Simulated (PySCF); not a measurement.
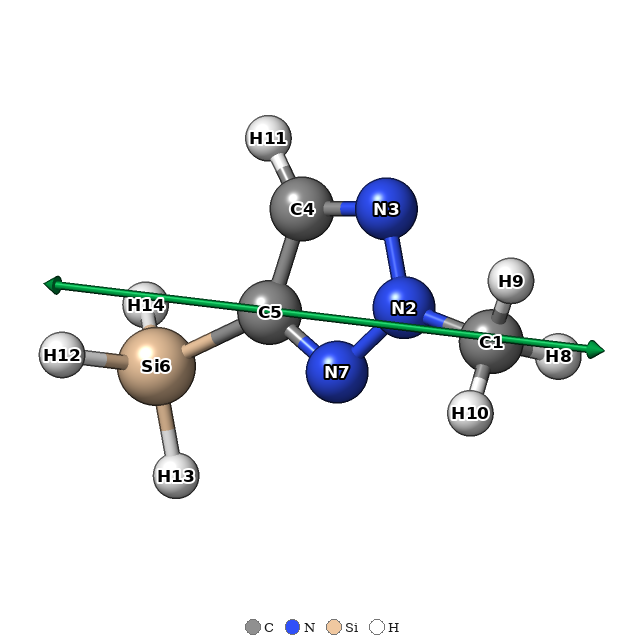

The double arrow shows the direction of the transition dipole to excited singlet state 2 (its length means nothing). The computed structure is the end point of a GFN2-xTB optimisation. No frequency run is at hand to confirm it as a minimum. Properties computed with TDDFT PBE0/def2-SVPD, vertical, gas phase, core orbitals frozen in the response (PySCF 2.14.0).

Question: How is the transition polarised?

Answer: Nearly parallel to the N3–C4 bond.

Question: Give its energy, strength and character.

Answer: 6.41 eV (193 nm), oscillator strength 0.21, mainly HOMO → LUMO (weight 0.90); transition dipole 2.94 D.

The geometry is semi-empirical. Around Si such bond lengths and angles can be off by a tenth of an ångström or more and by several degrees, and values that hang on the shape move with them.
